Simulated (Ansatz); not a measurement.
# SnH3F (SMILES [F][SnH3]) at wB97X/def2-TZVP (core potential)

Aim: the vertical ionisation energy of SnH3F at wB97X/def2-TZVP (core potential), from 2 runs. 

The calculation is run with Ansatz 0.2.0.

28 further runs of the same task are left out: 28 set aside as unsound or not needed. Runs told in other sessions of the task aren't counted.

## (1) The structure to begin with

SnH3F has 5 atoms, charge 0, and is taken as a singlet. As SMILES, `[F][SnH3]`. The coordinates come from a PBE0-D4/def2-TZVP relaxation.

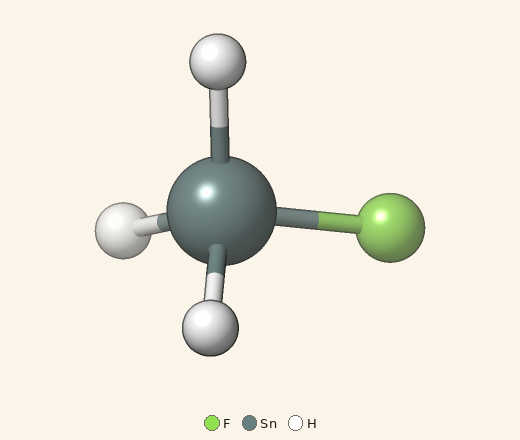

The structure, seen from a chosen angle (fluorine green, tin teal, hydrogen white).

## (2) A single-point energy at wB97X/def2-TZVP (core potential)

Contents of job.yaml:

```yaml
crystal:
  periodic: [false, false, false]
  atoms:
    - {symbol: F, position_ang: [-1.285000, 0.718300, 1.005000]}
    - {symbol: Sn, position_ang: [0.100400, -0.065900, -0.079000]}
    - {symbol: H, position_ang: [-0.528400, -0.054800, -1.659100]}
    - {symbol: H, position_ang: [0.318900, -1.626500, 0.560600]}
    - {symbol: H, position_ang: [1.444100, 0.955200, 0.131000]}
basis:
  gaussian: {orbitals: def2-TZVP}
hamiltonian: {xc: {name: wB97X}}
total_charge: 0
output: {orbitals: {seedname: orbitals}}
accuracy: high
```

Launch:

```console
$ ansatz run job.yaml --threads 1 --pin off --max-ram 2610MiB --events-out events.jsonl --progress --plain --runs-dir runs
```

What it wrote:

```text
Warning: RAYON_NUM_THREADS=1 ignored (pool sized by the plan → 1); use --threads N
Functional definition: wB97X
  name "wB97X"
  parameter omega = 0.3/bohr
  parameter cx = 0.157706
  parameter cx1 = 0.726479
  parameter cx2 = 1.04760
  parameter cx3 = -5.70635
  parameter cx4 = 13.2794
  parameter css1 = -4.33879
  parameter css2 = 18.2308
  parameter css3 = -31.7430
  parameter css4 = 17.2901
  parameter cos1 = 2.37031
  parameter cos2 = -11.3995
  parameter cos3 = 6.58405
  parameter cos4 = -3.78132
  exchange = spin_sum(e_x_unif_sr(omega)*poly(b97_u_x, 1 - cx, cx1, cx2, cx3, cx4)) + cx*exact_x_sr(omega)
      + exact_x_lr(omega)
  correlation = spin_sum(e_c_pw_same_spin*poly(b97_u_same, 1, css1, css2, css3, css4))
      + integral(e_c_pw_opposite_spin*poly(b97_u_opposite, 1, cos1, cos2, cos3, cos4))
1858 factors; integrals over basis functions are off by at most 4.0e-9 eV
326 factors; integrals over basis functions are off by at most 1.8e-9 eV
mean field evaluation 1: about -8596.8695 eV, gradient 3.9e1 eV
mean field evaluation 2: about -8595.2292 eV, gradient 5.6e1 eV
mean field evaluation 4: about -8599.3066 eV, gradient 8.1e-1 eV
mean field evaluation 8: about -8599.3346 eV, gradient 4.0e-2 eV
mean field evaluation 16: about -8599.3346 eV, gradient 3.1e-6 eV
mean field -8599.33462302 eV, -316.0197185575 hartree, gradient 5.9e-8 eV, S^2 0.000000; 0 other end points of the search recorded, 0 dependent functions left out
reference -8599.33461925 eV, -316.0197184190 hartree; 17, 17 occupied and 82, 82 virtual orbitals, 1858 factors
Total energy: -8599.33461925 eV, -316.0197184190 hartree
```

Run time: 7.5 s. Hardware: 1 thread of AMD EPYC 9R45 (Zen 5), shared host; peak memory 0.47 GiB.

## (3) The doublet cation at the same level

Contents of run.yaml:

```yaml
crystal:
  periodic: [false, false, false]
  atoms:
    - {symbol: F, position_ang: [-1.285000, 0.718300, 1.005000]}
    - {symbol: Sn, position_ang: [0.100400, -0.065900, -0.079000]}
    - {symbol: H, position_ang: [-0.528400, -0.054800, -1.659100]}
    - {symbol: H, position_ang: [0.318900, -1.626500, 0.560600]}
    - {symbol: H, position_ang: [1.444100, 0.955200, 0.131000]}
basis:
  gaussian: {orbitals: def2-TZVP}
total_charge: 1
magnetization: {spin_polarized: true, initial_magnetization: 1}
hamiltonian: {xc: {name: wB97X}}
accuracy: high
output: {orbitals: {seedname: orbitals}}
```

Launch:

```console
$ ansatz run run.yaml --threads 1 --pin off --max-ram 2610MiB --events-out events.jsonl --progress --plain --runs-dir runs
```

What it wrote, shortened:

```text
Warning: RAYON_NUM_THREADS=1 ignored (pool sized by the plan → 1); use --threads N
[... 2 set-up lines as earlier in the session ...]
[...]
      + exact_x_lr(omega)
[...]
      + integral(e_c_pw_opposite_spin*poly(b97_u_opposite, 1, cos1, cos2, cos3, cos4))
1858 factors; integrals over basis functions are off by at most 4.0e-9 eV
326 factors; integrals over basis functions are off by at most 1.8e-9 eV
[...]
mean field -8587.25274453 eV, -315.5757177125 hartree, gradient 2.0e-8 eV, S^2 0.763843; 4 other end points of the search recorded, 0 dependent functions left out
reference -8587.25274107 eV, -315.5757175854 hartree; 17, 16 occupied and 82, 83 virtual orbitals, 1858 factors
Total energy: -8587.25274107 eV, -315.5757175854 hartree
```

Run time: 3.8 min. Hardware: 1 thread of AMD EPYC 9R45 (Zen 5), shared host; peak memory 0.78 GiB.

## (4) Results

Level: wB97X/def2-TZVP (core potential).

| quantity | value |
| --- | --- |
| singlet SnH3F: total energy | -316.01972 Eh |
| singlet SnH3F: HOMO energy | -11.80 eV |
| singlet SnH3F: LUMO energy | 1.06 eV |
| singlet SnH3F: HOMO–LUMO gap | 12.85 eV |
| doublet cation: total energy | -315.57572 Eh |
| doublet cation: HOMO energy (highest over α and β) | -18.06 eV |
| doublet cation: LUMO energy (lowest over α and β) | -12.37 eV |
| doublet cation: ⟨S²⟩ | 0.764 |
| vertical ionisation energy (to the doublet cation) | 12.082 eV |

Removing an electron at fixed nuclei costs 12.08 eV (1166 kJ/mol). The negative HOMO energy of the first species, 11.80 eV, lies 0.29 eV below that difference.
